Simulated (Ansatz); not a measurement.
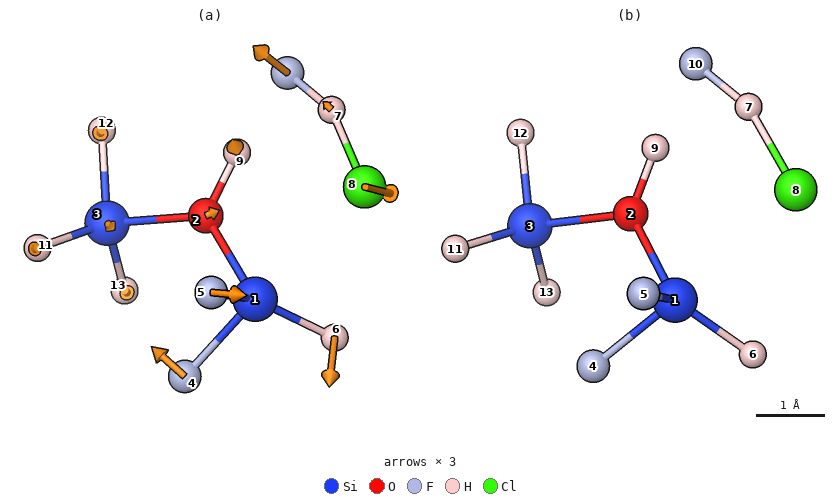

The structure of Si2H6OClF3 before (left) and after (right) a constrained relaxation, at one scale. The orange arrows give the displacements, 3 times their true length.

Style: ball-and-stick. Shown at a tilt.

The reaction that was planned forms Si1–Cl8, H7–F10, O2–H9 and breaks Si1–O2, H7–Cl8, H9–F10 (atoms numbered from 1 in input order).

These are results of RKS PBE0-D4/def2-SVP (Ansatz), not measurements. Settings: held fixed: the distance between atoms 1 (Si) and 8 (Cl), the distance between atoms 7 (H) and 10 (F), the distance between atoms 2 (O) and 9 (H), the distance between atoms 1 (Si) and 2 (O), the distance between atoms 7 (H) and 8 (Cl), the distance between atoms 9 (H) and 10 (F), counting from 1; force threshold 0.04 eV/Å; at most 150 steps.

> Summarise the run.

The energy falls by 5.75 kcal/mol in 9 accepted moves (10 points after the start). Largest force component: 0.78 eV/Å at the start, 0.017 eV/Å at the end. The line search rejected the trial step at point 3 of the run. The forces were under the threshold at step 6, but the run went on from there. The largest move after the best rigid fit is that of Cl8, 0.35 Å. By element the largest moves are Cl 0.35 Å, H 0.32 Å, F 0.30 Å, O 0.08 Å, Si 0.07 Å. Near-neighbour distances that change, for instance: O2–Si3 1.705 → 1.770 Å, Si1–F4 1.626 → 1.659 Å, Si1–H6 1.435 → 1.464 Å, Si3–H12 1.457 → 1.485 Å. Bond angles that change, for instance: F5–Si1–H6 137.4° → 122.3°, O2–Si1–H6 114.2° → 123.7°, O2–Si1–F4 93.7° → 88.4°. The run took roughly 2 core-minutes on a shared host.
